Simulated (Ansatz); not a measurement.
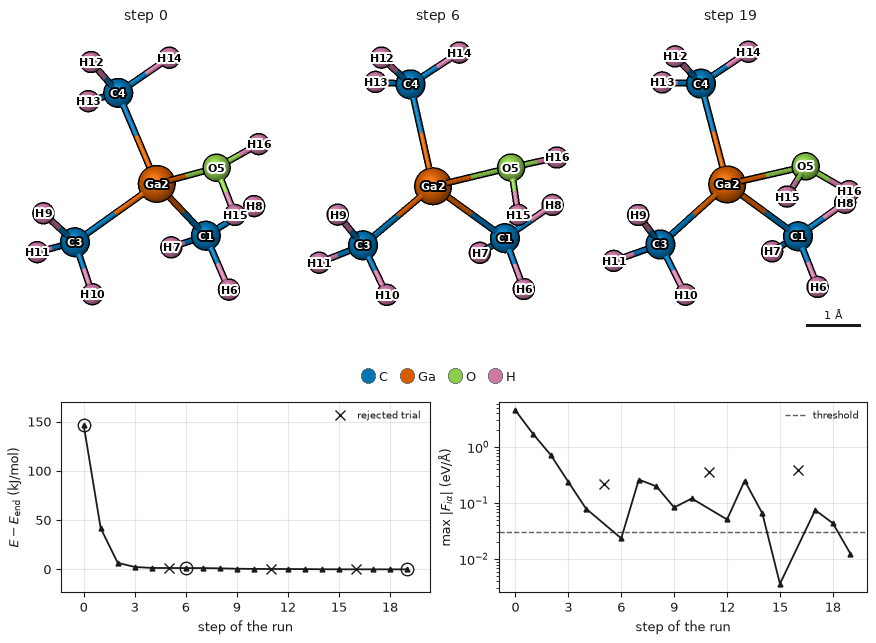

Frames of a relaxation of C₃H₁₁GaO (coarse preliminary run), marked on the history of the run. The picture is a ball-and-stick view, seen at a tilt.

The start comes from a force field.

Method: Ansatz, RKS PBE-D4/def2-SVP.

The input:
```yaml
crystal:
  periodic: [false, false, false]
  atoms:
    - {symbol: C, position_ang: [-0.518800, 0.704000, -1.612000]}
    - {symbol: Ga, position_ang: [-0.103800, 0.027500, 0.179000]}
    - {symbol: C, position_ang: [1.731100, 0.574300, 0.632400]}
    - {symbol: C, position_ang: [-0.148600, -1.951300, 0.147400]}
    - {symbol: O, position_ang: [-1.259000, 0.689500, 1.409300]}
    - {symbol: H, position_ang: [-0.497200, 1.871700, -1.610000]}
    - {symbol: H, position_ang: [0.166000, 0.344500, -2.372400]}
    - {symbol: H, position_ang: [-1.563500, 0.463000, -1.890800]}
    - {symbol: H, position_ang: [2.031000, 0.183900, 1.686600]}
    - {symbol: H, position_ang: [1.833500, 1.681200, 0.689300]}
    - {symbol: H, position_ang: [2.454800, 0.172000, -0.093000]}
    - {symbol: H, position_ang: [0.064000, -2.354300, 1.167200]}
    - {symbol: H, position_ang: [0.429700, -2.336200, -0.625000]}
    - {symbol: H, position_ang: [-1.284900, -2.251700, -0.087200]}
    - {symbol: H, position_ang: [-1.205000, 1.664000, 1.323600]}
    - {symbol: H, position_ang: [-2.152100, 0.495200, 1.100000]}
basis:
  gaussian: {orbitals: def2-SVP}
hamiltonian: {xc: pbe, dispersion: d4}
relax: {f_tol: 0.03, max_steps: 200}
```

Run as
```bash
ansatz run in.yaml --threads 4 --pin off --events-out ev --progress --plain --max-ram 11315MiB
```

Describe the path.

H16 moves most after the best rigid fit: 0.89 Å. By element the largest moves are H 0.89 Å, Ga 0.45 Å, C 0.19 Å, O 0.13 Å. Some distances before and after: Ga2–O5 1.813 → 2.258 Å, C4–H14 1.199 → 1.109 Å, C4–H13 1.039 → 1.111 Å, C1–H6 1.168 → 1.111 Å. Bond angles that change, for instance: C1–Ga2–O5 111.1° → 94.4°, C3–Ga2–O5 109.7° → 94.4°, C3–Ga2–C4 107.6° → 119.6°. Groups turn about Ga2–O5 by about 55°. The energy falls by 146.8 kJ/mol in 16 accepted moves (19 points after the start). Largest force component: 4.5 eV/Å at the start, 0.012 eV/Å at the end. The line search rejected the trial steps at points 5, 11, 16 of the run. The forces were under the threshold at step 6, but the run went on from there. Cost: 39 s on 4 threads of Arm Neoverse V1, on a shared host. From step 0 to 6: Ga2 moves most (0.44 Å), energy −145.5 kJ/mol. From step 6 to 19: H16 moves most (0.64 Å), energy −1.30 kJ/mol.

```json
{"step": "0", "E − E(0), kJ/mol": "0.00", "largest force component, eV/Å": "4.5282", "note": ""}
{"step": "1", "E − E(0), kJ/mol": "-105.04", "largest force component, eV/Å": "1.7244", "note": ""}
{"step": "2", "E − E(0), kJ/mol": "-140.18", "largest force component, eV/Å": "0.7271", "note": ""}
{"step": "3", "E − E(0), kJ/mol": "-144.38", "largest force component, eV/Å": "0.2399", "note": ""}
{"step": "4", "E − E(0), kJ/mol": "-145.39", "largest force component, eV/Å": "0.0801", "note": ""}
{"step": "5", "E − E(0), kJ/mol": "-145.31", "largest force component, eV/Å": "0.2241", "note": "rejected"}
{"step": "6", "E − E(0), kJ/mol": "-145.52", "largest force component, eV/Å": "0.0235", "note": ""}
{"step": "7", "E − E(0), kJ/mol": "-145.54", "largest force component, eV/Å": "0.2642", "note": ""}
{"step": "8", "E − E(0), kJ/mol": "-145.78", "largest force component, eV/Å": "0.1989", "note": ""}
{"step": "9", "E − E(0), kJ/mol": "-146.19", "largest force component, eV/Å": "0.0838", "note": ""}
{"step": "10", "E − E(0), kJ/mol": "-146.37", "largest force component, eV/Å": "0.1212", "note": ""}
{"step": "11", "E − E(0), kJ/mol": "-146.25", "largest force component, eV/Å": "0.3593", "note": "rejected"}
{"step": "12", "E − E(0), kJ/mol": "-146.49", "largest force component, eV/Å": "0.0511", "note": ""}
{"step": "13", "E − E(0), kJ/mol": "-146.55", "largest force component, eV/Å": "0.2523", "note": ""}
{"step": "14", "E − E(0), kJ/mol": "-146.70", "largest force component, eV/Å": "0.0659", "note": ""}
{"step": "15", "E − E(0), kJ/mol": "-146.77", "largest force component, eV/Å": "0.0036", "note": ""}
{"step": "16", "E − E(0), kJ/mol": "-146.54", "largest force component, eV/Å": "0.3832", "note": "rejected"}
{"step": "17", "E − E(0), kJ/mol": "-146.80", "largest force component, eV/Å": "0.0753", "note": ""}
{"step": "18", "E − E(0), kJ/mol": "-146.81", "largest force component, eV/Å": "0.0438", "note": ""}
{"step": "19", "E − E(0), kJ/mol": "-146.82", "largest force component, eV/Å": "0.0125", "note": ""}
```
